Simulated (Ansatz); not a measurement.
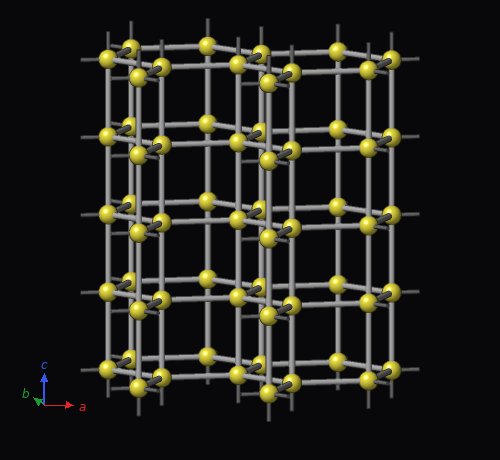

The picture shows a finite piece of the underlying net of a crystal structure, nodes on the atoms' positions. Nodes are coloured by topological kind. Short stubs are edges that leave the cut-out.

What net is this?

Answer. A uninodal 5-connected, three-periodic net. It is the bnn net, known from eclipsed honeycomb layers linked along c.

Give point symbol and coordination sequence.

Answer. 4^6.6^4, sequence 5, 14, 29, 50.

Where the net comes from. KBe₅C₂ (space group P6/mmm, No. 191): the geometry relaxed with DFT PBE, scalar-relativistic, plane waves, PAW (Ansatz); the starting structure was generated, so it need not be a known form of this composition. Bonds are taken as Be–C below 1.9 Å; K is left out of the net, as the electropositive filling of the structure. Atoms with one bond or none are removed and atoms with two bonds are replaced by edges, until no such atom is left. C is a 5-connected node. Be becomes part of the edges.
